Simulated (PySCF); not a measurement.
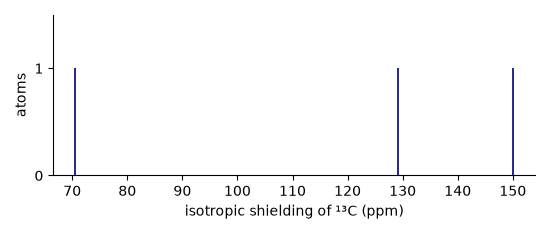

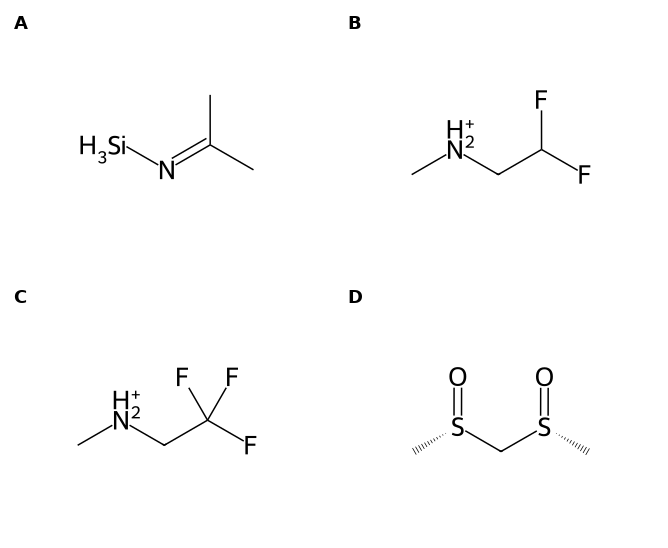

The sticks are computed shieldings of one of the molecules, for one fixed geometry (GFN2-xTB) without averaging over rotations. Low shielding means a high chemical shift. Method: GIAO PBE0/pcSseg-1 NMR shielding, non-relativistic, gas phase (PySCF 2.14.0).

Question: Match the spectrum to a structure.

Answer: B, `C[NH2+]CC(F)F`. Its 3 C atoms give lines at 70.5, 129.1, 150.1 ppm.

The geometry is semi-empirical. Around Si such bond lengths and angles can be off by a tenth of an ångström or more and by several degrees, and values that hang on the shape move with them.
